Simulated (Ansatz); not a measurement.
**One shape, several levels: doublet CH6GeSi+**

Aim: a comparison of 6 runs (U-wB97X/cc-pVDZ, UB3LYP/cc-pVDZ, UBLYP/cc-pVDZ, UPBE0/cc-pVDZ, USVWN5/cc-pVDZ, UCCSD(T)/cc-pVDZ) of doublet CH6GeSi+. 

The calculation is run with Ansatz 0.2.0.

65 further runs of the same task are left out: 65 set aside as unsound or not needed.

## 1. Starting point

The species is CH6GeSi+ (9 atoms), meant as a doublet with charge +1. As SMILES of the parent species, `[CH2]1[SiH2][GeH2]1`. The coordinates come from a PBE0-D4/def2-TZVP relaxation. That shape belongs to the parent species and isn't relaxed for this state.

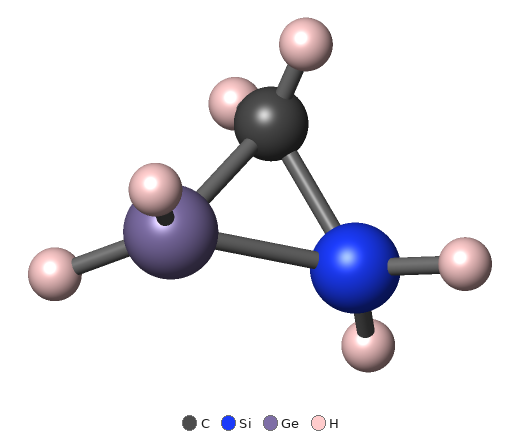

Viewed from a chosen angle; carbon dark grey, silicon blue, germanium purple, hydrogen pink.

## 2. The energy at U-wB97X/cc-pVDZ (run 1)

The input, run.yaml:

```yaml
crystal:
  periodic: [false, false, false]
  atoms:
    - {symbol: C, position_ang: [-0.726700, 0.082100, -0.693700]}
    - {symbol: Si, position_ang: [0.887500, 0.879500, -0.151400]}
    - {symbol: Ge, position_ang: [-0.040700, -0.948100, 0.885700]}
    - {symbol: H, position_ang: [-1.647500, 0.636600, -0.532900]}
    - {symbol: H, position_ang: [-0.737600, -0.453300, -1.639500]}
    - {symbol: H, position_ang: [0.802100, 2.227300, 0.458900]}
    - {symbol: H, position_ang: [2.050400, 0.731400, -1.058000]}
    - {symbol: H, position_ang: [0.399400, -2.377500, 0.568600]}
    - {symbol: H, position_ang: [-0.898400, -0.824300, 2.145300]}
basis:
  gaussian:
    orbitals: cc-pVDZ
total_charge: 1
hamiltonian:
  xc: {name: wB97X}
magnetization:
  spin_polarized: true
  initial_magnetization: 1
output: {orbitals: {seedname: orbitals}}
accuracy: high
```

The run is started by

```console
$ ansatz run run.yaml --threads 1 --pin off --max-ram 3480MiB --events-out events.jsonl --progress --plain --runs-dir runs
```

Output:

```text
Warning: RAYON_NUM_THREADS=1 ignored (pool sized by the plan → 1); use --threads N
Functional definition: wB97X
  name "wB97X"
  parameter omega = 0.3/bohr
  parameter cx = 0.157706
  parameter cx1 = 0.726479
  parameter cx2 = 1.04760
  parameter cx3 = -5.70635
  parameter cx4 = 13.2794
  parameter css1 = -4.33879
  parameter css2 = 18.2308
  parameter css3 = -31.7430
  parameter css4 = 17.2901
  parameter cos1 = 2.37031
  parameter cos2 = -11.3995
  parameter cos3 = 6.58405
  parameter cos4 = -3.78132
  exchange = spin_sum(e_x_unif_sr(omega)*poly(b97_u_x, 1 - cx, cx1, cx2, cx3, cx4)) + cx*exact_x_sr(omega)
      + exact_x_lr(omega)
  correlation = spin_sum(e_c_pw_same_spin*poly(b97_u_same, 1, css1, css2, css3, css4))
      + integral(e_c_pw_opposite_spin*poly(b97_u_opposite, 1, cos1, cos2, cos3, cos4))
2077 factors; integrals over basis functions are off by at most 4.8e-9 eV
393 factors; integrals over basis functions are off by at most 2.5e-9 eV
mean field evaluation 1: about -65514.5456 eV, gradient 3.4e1 eV
mean field evaluation 2: about -65515.4716 eV, gradient 3.0e1 eV
mean field evaluation 4: about -65520.4591 eV, gradient 4.1e-1 eV
mean field evaluation 8: about -65520.5544 eV, gradient 9.9e-2 eV
mean field evaluation 16: about -65520.5561 eV, gradient 2.6e-3 eV
mean field evaluation 32: about -65520.5561 eV, gradient 1.2e-7 eV
mean field -65520.55605636 eV, -2407.8360236433 hartree, gradient 5.4e-8 eV, S^2 0.752953; 2 other end points of the search recorded, 0 dependent functions left out
reference -65520.55605328 eV, -2407.8360235299 hartree; 29, 28 occupied and 60, 61 virtual orbitals, 2077 factors
Total energy: -65520.55605328 eV, -2407.8360235299 hartree
```

Wall time 82 s (1 thread of Arm Neoverse V2, shared host); peak memory 0.95 GiB.

## 3. The energy at UB3LYP/cc-pVDZ (run 2)

The input, in.yaml:

```yaml
crystal:
  periodic: [false, false, false]
  atoms:
    - {symbol: C, position_ang: [-0.726700, 0.082100, -0.693700]}
    - {symbol: Si, position_ang: [0.887500, 0.879500, -0.151400]}
    - {symbol: Ge, position_ang: [-0.040700, -0.948100, 0.885700]}
    - {symbol: H, position_ang: [-1.647500, 0.636600, -0.532900]}
    - {symbol: H, position_ang: [-0.737600, -0.453300, -1.639500]}
    - {symbol: H, position_ang: [0.802100, 2.227300, 0.458900]}
    - {symbol: H, position_ang: [2.050400, 0.731400, -1.058000]}
    - {symbol: H, position_ang: [0.399400, -2.377500, 0.568600]}
    - {symbol: H, position_ang: [-0.898400, -0.824300, 2.145300]}
basis:
  gaussian: {orbitals: cc-pVDZ}
total_charge: 1
magnetization: {spin_polarized: true, initial_magnetization: 1}
hamiltonian: {xc: {name: B3LYP}}
accuracy: high
output: {orbitals: {seedname: orbitals}}
```

The run is started by

```console
$ ansatz run in.yaml --threads 1 --pin off --max-ram 3480MiB --events-out events.jsonl --progress --plain --runs-dir runs
```

Output:

```text
Warning: RAYON_NUM_THREADS=1 ignored (pool sized by the plan → 1); use --threads N
Functional definition: B3LYP
  name "B3LYP"
  parameter a0 = 0.2
  parameter ax = 0.72
  parameter ac = 0.81
  exchange = (1 - a0 - ax)*slater_x + ax*b88_x + a0*exact_x
  correlation = (1 - ac)*vwn_rpa_c + ac*lyp_c
2077 factors; integrals over basis functions are off by at most 4.8e-9 eV
mean field evaluation 1: about -65509.8027 eV, gradient 4.8e1 eV
mean field evaluation 2: about -65486.1159 eV, gradient 6.8e1 eV
mean field evaluation 4: about -65521.4504 eV, gradient 3.1e0 eV
mean field evaluation 8: about -65521.6345 eV, gradient 1.8e-1 eV
mean field evaluation 16: about -65521.6356 eV, gradient 8.2e-4 eV
mean field evaluation 32: about -65520.7573 eV, gradient 6.9e0 eV
mean field -65521.63561428 eV, -2407.8756966651 hartree, gradient 6.8e-8 eV, S^2 0.752239; 2 other end points of the search recorded, 0 dependent functions left out
reference -65521.63565666 eV, -2407.8756982225 hartree; 29, 28 occupied and 60, 61 virtual orbitals, 2077 factors
Total energy: -65521.63565666 eV, -2407.8756982225 hartree
```

Wall time 18 s (1 thread of Arm Neoverse V2, shared host); peak memory 0.49 GiB.

Runs 3 to 5 aren't shown in full; the table further down has their settings and results.

## 4. A single-point energy at UCCSD(T)/cc-pVDZ (run 6)

The input, molecule.yaml:

```yaml
crystal:
  periodic: [false, false, false]
  atoms:
    - {symbol: C, position_ang: [-0.726700, 0.082100, -0.693700]}
    - {symbol: Si, position_ang: [0.887500, 0.879500, -0.151400]}
    - {symbol: Ge, position_ang: [-0.040700, -0.948100, 0.885700]}
    - {symbol: H, position_ang: [-1.647500, 0.636600, -0.532900]}
    - {symbol: H, position_ang: [-0.737600, -0.453300, -1.639500]}
    - {symbol: H, position_ang: [0.802100, 2.227300, 0.458900]}
    - {symbol: H, position_ang: [2.050400, 0.731400, -1.058000]}
    - {symbol: H, position_ang: [0.399400, -2.377500, 0.568600]}
    - {symbol: H, position_ang: [-0.898400, -0.824300, 2.145300]}
basis:
  gaussian: {orbitals: cc-pVDZ}
magnetization: {spin_polarized: true, initial_magnetization: 1}
scf: {omitted_lower_state_checks: [cluster_reference, increment]}
total_charge: 1
correlation: {method: ccsd_t, frozen_orbitals: {C: 1, Ge: 9, H: 0, Si: 5}}
accuracy: high
```

The run is started by

```console
$ ansatz run molecule.yaml --threads 1 --pin off --max-ram 3480MiB --events-out events.jsonl --progress --plain --runs-dir runs
```

Output (excerpt; [...] marks lines left out):

```text
Warning: RAYON_NUM_THREADS=1 ignored (pool sized by the plan → 1); use --threads N
Functional definition: HF
  name "HF"
[...]
2077 factors; integrals over basis functions are off by at most 4.8e-9 eV
[...]
mean field -65451.17642343 eV, -2405.2863691603 hartree, gradient 1.9e-8 eV, S^2 0.759971; 4 other end points of the search recorded, 0 dependent functions left out
15 core orbitals not correlated: weight in the atoms' cores, before any rotation towards them, 1.000 or more for the frozen orbitals, at most 0.000 for the correlated occupied ones
reference -65451.17642343 eV, -2405.2863691603 hartree; 14, 13 occupied and 60, 61 virtual orbitals, 2077 factors
second order -9.08145461 eV of doubles, -0.00000000 eV of singles
cycle   1  -9.98661887 eV  change   -9.1e-1 eV  update   8.4e-2
[...]
cycle  25  -10.43996376 eV  change  -5.8e-10 eV  update   3.0e-9
perturbative correction -0.34468381 eV, -0.0126668963 hartree
Total energy: -65461.96107100 eV, -2405.6826976485 hartree
Checks for a lower state left out: cluster_reference, increment
```

Run time: 63 s. Hardware: 1 thread of Arm Neoverse V2, shared host; peak memory 0.89 GiB.

## 5. All runs side by side

```csv
run,level,frozen core orbitals,energy (Eh),HOMO energy (eV),LUMO energy (eV),⟨S²⟩,wall time
1,U-wB97X/cc-pVDZ,–,-2407.836024,-15.76,-8.68,0.753,82 s
2,UB3LYP/cc-pVDZ,–,-2407.875698,-13.32,-10.86,0.752,18 s
3,UBLYP/cc-pVDZ,–,-2407.824567,-12.26,-11.38,0.751,12 s
4,UPBE0/cc-pVDZ,–,-2407.376586,-13.57,-10.57,0.753,19 s
5,USVWN5/cc-pVDZ,–,-2403.089339,-12.48,-11.73,0.751,6.9 s
6,UCCSD(T)/cc-pVDZ,15,-2405.682698,–,–,0.760,63 s
```

## 6. What came out

| quantity | value |
| --- | --- |
| run 6: total energy | -2405.68270 Eh |
| run 6: correlation energy (15 core orbitals frozen) | -396.3 mEh |
| run 6: (T) correction | -12.67 mEh |
| run 6: ⟨S²⟩ of the reference determinant | 0.760 |
| run 6: T1 diagnostic | 0.011 |

What this shows: Totals of different functionals can't be ranked against each other. All runs together took 3.3 min, the longest 82 s.
